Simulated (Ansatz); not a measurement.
Geometry relaxation, with input and output: CH3AlF2

System: CH3AlF2.
Method: HF/3-21G, RHF (Ansatz 0.2.0).

The geometry comes from this level: PBE0-D4/def2-TZVP. Figures and captions count atoms from 1; the log counts them from 0 in places.

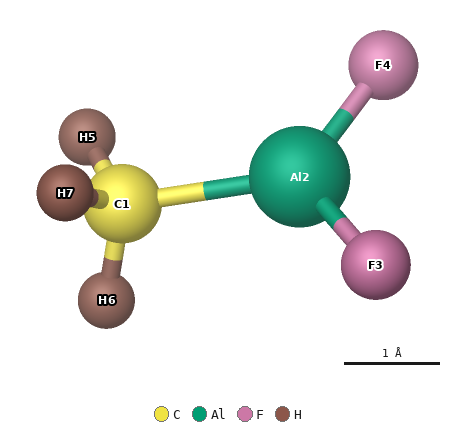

The structure as given in the input (ball-and-stick view, seen at a tilt; atoms are numbered from 1 in the order of the input). Sticks mark near contacts.

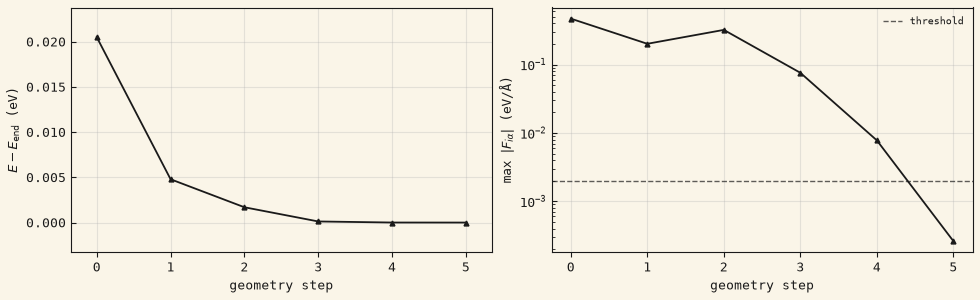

Progress of the relaxation, step by step (the first geometry is step 0 here and step 1 in the log).

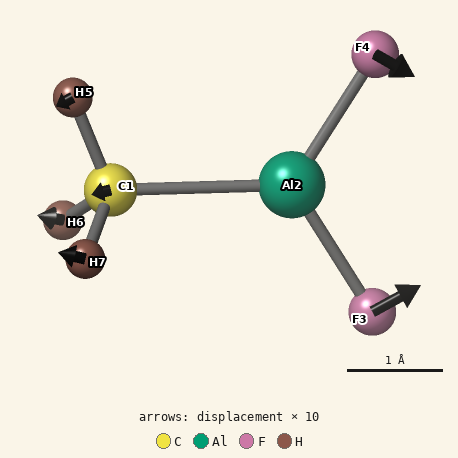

The starting structure with the displacements as black arrows, magnified 10 times (ball-and-stick view, seen at a tilt). The two geometries are laid on each other by the best rigid fit. F3 moves most after the best rigid fit: 0.059 Å. By element the largest moves are F 0.059 Å, H 0.030 Å, C 0.021 Å, Al 0.002 Å. Among the contacts that change: C1–Al2 1.926 → 1.948 Å, C1–H5 1.091 → 1.086 Å. Among the angles that change: F3–Al2–F4 116.1° → 112.4°. The energy falls by 0.021 eV in 5 geometry steps. The largest force component goes from 0.47 to 0.00026 eV/Å. (Atoms are counted from 1 in the order of the input.)

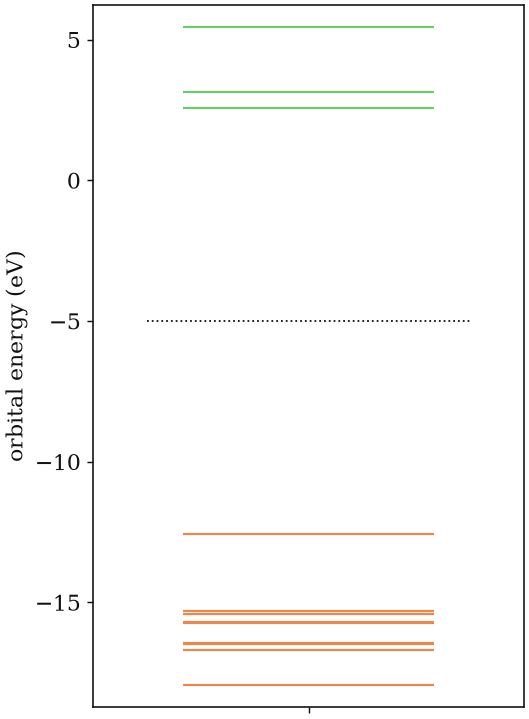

Orbital energies near the frontier; the dotted line parts filled from empty levels, and levels within 0.02 eV of each other stand side by side. Highest filled −12.57 eV, lowest empty 2.56 eV, 15.13 eV apart.

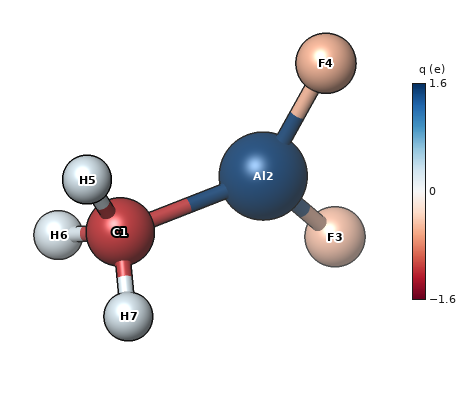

Mulliken charges, as the colour of each atom (ball-and-stick view, seen at a tilt; atoms are numbered from 1 in the order of the input; Mulliken charges depend strongly on the basis). By element: C −1.15, Al +1.53, F −0.56 and H +0.24 e.

The input and output of the run follow.

Input:
```yaml
crystal:
  periodic: [false, false, false]
  atoms:
    - symbol: C
      position_ang: [-0.253600, 0.825900, -0.238700]
    - symbol: Al
      position_ang: [0.293100, -0.956200, 0.245500]
    - symbol: F
      position_ang: [1.513200, -1.219500, 1.315500]
    - symbol: F
      position_ang: [-0.423400, -2.297600, -0.378600]
    - symbol: H
      position_ang: [-1.075800, 0.816000, -0.956100]
    - symbol: H
      position_ang: [-0.573400, 1.384500, 0.645100]
    - symbol: H
      position_ang: [0.581100, 1.378900, -0.678200]
basis:
  gaussian: {orbitals: 3-21G.json}
hamiltonian: {xc: hf}
relax: {f_tol: 0.002}
output: {orbitals: {seedname: orbitals}}
```

Command:
```bash
ansatz run run.yaml --threads 1 --pin off --max-ram 3480MiB --events-out events.jsonl --progress --plain --runs-dir runs
```

Log:
```
The last accepted step is kept in runs//last_step.txt (removed where the run ends without a failure and the disk answers)
Functional definition: HF
  name "HF"
  exchange = exact_x
  correlation = 0
550 factors; integrals over basis functions are off by at most 5.5e-4 eV
mean field evaluation 1: about -13003.4799 eV, gradient 3.9e1 eV
mean field evaluation 2: about -13003.5678 eV, gradient 3.9e1 eV
mean field evaluation 4: about -13006.1493 eV, gradient 1.4e0 eV
mean field evaluation 8: about -13006.1786 eV, gradient 1.3e-4 eV
mean field -13006.17861051 eV, -477.9682480317 hartree, gradient 8.6e-5 eV, S^2 0.000000; 0 other end points of the search recorded, 0 dependent functions left out
the calculation of the forces begins
reference -13006.17861051 eV, -477.9682480317 hartree; 20, 20 occupied and 26, 26 virtual orbitals, 550 factors
relax step   1: F+E_penalty+E_count = -13006.17861051 eV  Δ(F+E_penalty+E_count) = +0.000e0 eV  max|allowed force component| = 4.697e-1 eV/Å  Δτ_max = 0.0000 Å  (32 SCF iters, accepted)
these checks for a lower state are left out or cut short: starts, cluster_reference, orbital_swaps, neighbouring_geometries, increment
550 factors; integrals over basis functions are off by at most 5.5e-4 eV
mean field evaluation 16: about -13006.1943 eV, gradient 2.1e-2 eV
mean field -13006.19432516 eV, -477.9688255345 hartree, gradient 7.3e-6 eV, S^2 0.000000; 0 other end points of the search recorded, 0 dependent functions left out
the calculation of the forces begins
reference -13006.19432516 eV, -477.9688255345 hartree; 20, 20 occupied and 26, 26 virtual orbitals, 550 factors
relax step   2: F+E_penalty+E_count = -13006.19432516 eV  Δ(F+E_penalty+E_count) = -1.571e-2 eV  max|allowed force component| = 2.013e-1 eV/Å  Δτ_max = 0.0312 Å  (34 SCF iters, accepted)
these checks for a lower state are left out or cut short: starts, cluster_reference, orbital_swaps, neighbouring_geometries, increment
550 factors; integrals over basis functions are off by at most 5.5e-4 eV
mean field -13006.19742255 eV, -477.9689393615 hartree, gradient 7.3e-6 eV, S^2 0.000000; 0 other end points of the search recorded, 0 dependent functions left out
the calculation of the forces begins
reference -13006.19742255 eV, -477.9689393615 hartree; 20, 20 occupied and 26, 26 virtual orbitals, 550 factors
relax step   3: F+E_penalty+E_count = -13006.19742255 eV  Δ(F+E_penalty+E_count) = -3.097e-3 eV  max|allowed force component| = 3.214e-1 eV/Å  Δτ_max = 0.0362 Å  (35 SCF iters, accepted)
these checks for a lower state are left out or cut short: starts, cluster_reference, orbital_swaps, neighbouring_geometries, increment
550 factors; integrals over basis functions are off by at most 5.5e-4 eV
mean field evaluation 32: about -13006.1965 eV, gradient 1.3e0 eV
mean field -13006.19899272 eV, -477.9689970640 hartree, gradient 7.3e-6 eV, S^2 0.000000; 0 other end points of the search recorded, 0 dependent functions left out
the calculation of the forces begins
reference -13006.19899272 eV, -477.9689970640 hartree; 20, 20 occupied and 26, 26 virtual orbitals, 550 factors
relax step   4: F+E_penalty+E_count = -13006.19899272 eV  Δ(F+E_penalty+E_count) = -1.570e-3 eV  max|allowed force component| = 7.582e-2 eV/Å  Δτ_max = 0.0091 Å  (35 SCF iters, accepted)
these checks for a lower state are left out or cut short: starts, cluster_reference, orbital_swaps, neighbouring_geometries, increment
550 factors; integrals over basis functions are off by at most 5.5e-4 eV
mean field -13006.19911098 eV, -477.9690014100 hartree, gradient 7.3e-6 eV, S^2 0.000000; 0 other end points of the search recorded, 0 dependent functions left out
the calculation of the forces begins
reference -13006.19911098 eV, -477.9690014100 hartree; 20, 20 occupied and 26, 26 virtual orbitals, 550 factors
relax step   5: F+E_penalty+E_count = -13006.19911098 eV  Δ(F+E_penalty+E_count) = -1.183e-4 eV  max|allowed force component| = 7.789e-3 eV/Å  Δτ_max = 0.0023 Å  (35 SCF iters, accepted)
these checks for a lower state are left out or cut short: starts, cluster_reference, orbital_swaps, neighbouring_geometries, increment
550 factors; integrals over basis functions are off by at most 5.5e-4 eV
mean field -13006.19911541 eV, -477.9690015728 hartree, gradient 7.3e-6 eV, S^2 0.000000; 0 other end points of the search recorded, 0 dependent functions left out
the calculation of the forces begins
reference -13006.19911541 eV, -477.9690015728 hartree; 20, 20 occupied and 26, 26 virtual orbitals, 550 factors
relax step   6: F+E_penalty+E_count = -13006.19911541 eV  Δ(F+E_penalty+E_count) = -4.429e-6 eV  max|allowed force component| = 2.616e-4 eV/Å  Δτ_max = 0.0005 Å  (35 SCF iters, accepted)
550 factors; integrals over basis functions are off by at most 5.5e-4 eV
mean field evaluation 64: about -13006.1991 eV, gradient 5.3e-6 eV
mean field -13006.19911541 eV, -477.9690015728 hartree, gradient 7.3e-6 eV, S^2 0.000000; 1 other end points of the search recorded, 0 dependent functions left out
the calculation of the forces begins
reference -13006.19911541 eV, -477.9690015728 hartree; 20, 20 occupied and 26, 26 virtual orbitals, 550 factors
Total energy: -13006.19911541 eV, -477.9690015728 hartree
Atom 0 at    -0.256220     0.846531    -0.241236 Å, force    -0.000238    -0.000262     0.000241 eV/Å
Atom 1 at     0.294872    -0.956512     0.247005 Å, force     0.000059     0.000112     0.000059 eV/Å
Atom 2 at     1.508815    -1.277762     1.311679 Å, force     0.000187    -0.000070     0.000072 eV/Å
Atom 3 at    -0.393441    -2.327017    -0.351956 Å, force    -0.000047     0.000014    -0.000122 eV/Å
Atom 4 at    -1.074389     0.836173    -0.955141 Å, force     0.000105     0.000189    -0.000040 eV/Å
Atom 5 at    -0.583736     1.407906     0.630486 Å, force    -0.000167     0.000161    -0.000019 eV/Å
Atom 6 at     0.565299     1.402682    -0.686337 Å, force     0.000101    -0.000145    -0.000191 eV/Å
Dipole moment:    -0.163694     0.532164    -0.145083 e Å
```

Trajectory as extended XYZ (Å, eV, eV/Å), 6 frames, from step=1 to step=6:
```
7
Properties=species:S:1:pos:R:3:forces:R:3 step=1 energy=-13006.17861
C    -0.2536    0.8259   -0.2387   -0.0866   0.4697  -0.0822
Al    0.2931   -0.9562    0.2455    0.0074  -0.0495   0.0074
F     1.5132   -1.2195    1.3155    0.0041  -0.2302   0.0041
F    -0.4234   -2.2976   -0.3786    0.1159  -0.1777   0.1019
H    -1.0758    0.8160   -0.9561    0.1633   0.0841   0.1424
H    -0.5734    1.3845    0.6451    0.0125  -0.0480  -0.2173
H     0.5811    1.3789   -0.6782   -0.2167  -0.0485   0.0437
7
Properties=species:S:1:pos:R:3:forces:R:3 step=2 energy=-13006.19433
C    -0.2540    0.8349   -0.2391   -0.0283   0.2013  -0.0267
Al    0.2957   -0.9644    0.2480   -0.0416   0.1571  -0.0381
F     1.5136   -1.2507    1.3158    0.0000  -0.1379   0.0007
F    -0.4090   -2.3177   -0.3660    0.0678  -0.0978   0.0601
H    -1.0727    0.8328   -0.9535    0.0166  -0.0243   0.0149
H    -0.5798    1.4013    0.6321    0.0082  -0.0489  -0.0231
H     0.5674    1.3957   -0.6829   -0.0227  -0.0495   0.0121
7
Properties=species:S:1:pos:R:3:forces:R:3 step=3 energy=-13006.19742
C    -0.2561    0.8495   -0.2410   -0.0169   0.0374  -0.0150
Al    0.2929   -0.9493    0.2454    0.0775  -0.3214   0.0686
F     1.5075   -1.2859    1.3105   -0.0808   0.0739  -0.0709
F    -0.3894   -2.3312   -0.3486    0.0362   0.1719   0.0313
H    -1.0742    0.8335   -0.9549   -0.0024   0.0279  -0.0023
H    -0.5847    1.4105    0.6306   -0.0001   0.0051  -0.0133
H     0.5653    1.4050   -0.6873   -0.0134   0.0053   0.0017
7
Properties=species:S:1:pos:R:3:forces:R:3 step=4 energy=-13006.19899
C    -0.2567    0.8481   -0.2415    0.0251  -0.0758   0.0225
Al    0.2953   -0.9566    0.2476   -0.0109   0.0089  -0.0107
F     1.5098   -1.2773    1.3125   -0.0157  -0.0020  -0.0133
F    -0.3947   -2.3263   -0.3533    0.0171   0.0187   0.0153
H    -1.0744    0.8347   -0.9551   -0.0125   0.0131  -0.0108
H    -0.5839    1.4076    0.6309   -0.0054   0.0186   0.0029
H     0.5658    1.4019   -0.6866    0.0023   0.0185  -0.0058
7
Properties=species:S:1:pos:R:3:forces:R:3 step=5 energy=-13006.19911
C    -0.2562    0.8463   -0.2412   -0.0019   0.0078  -0.0033
Al    0.2952   -0.9566    0.2468   -0.0032   0.0032   0.0011
F     1.5087   -1.2781    1.3118    0.0035   0.0001   0.0019
F    -0.3933   -2.3271   -0.3518   -0.0014  -0.0029  -0.0024
H    -1.0744    0.8364   -0.9551    0.0007  -0.0032   0.0005
H    -0.5836    1.4082    0.6302   -0.0009  -0.0028   0.0039
H     0.5649    1.4030   -0.6863    0.0032  -0.0023  -0.0016
7
Properties=species:S:1:pos:R:3:forces:R:3 step=6 energy=-13006.19911
C    -0.2562    0.8465   -0.2412   -0.0002  -0.0003   0.0002
Al    0.2949   -0.9565    0.2470    0.0001   0.0001   0.0001
F     1.5088   -1.2778    1.3117    0.0002  -0.0001   0.0001
F    -0.3934   -2.3270   -0.3520    0.0000   0.0000  -0.0001
H    -1.0744    0.8362   -0.9551    0.0001   0.0002   0.0000
H    -0.5837    1.4079    0.6305   -0.0002   0.0002   0.0000
H     0.5653    1.4027   -0.6863    0.0001  -0.0001  -0.0002
```

Results in brief:

```tsv
quantity	value
outcome	converged
total energy	−477.969002 hartree
basis functions	46
largest force	0.000 eV/Å
SCF solution under orbital rotations	stable
HOMO	−12.57 eV
LUMO	2.56 eV
dipole moment	2.76 D
hardware	1 thread of Arm Neoverse V2, 112 GiB of memory available, shared host
wall time	4.2 s
peak memory	0.11 GiB
```
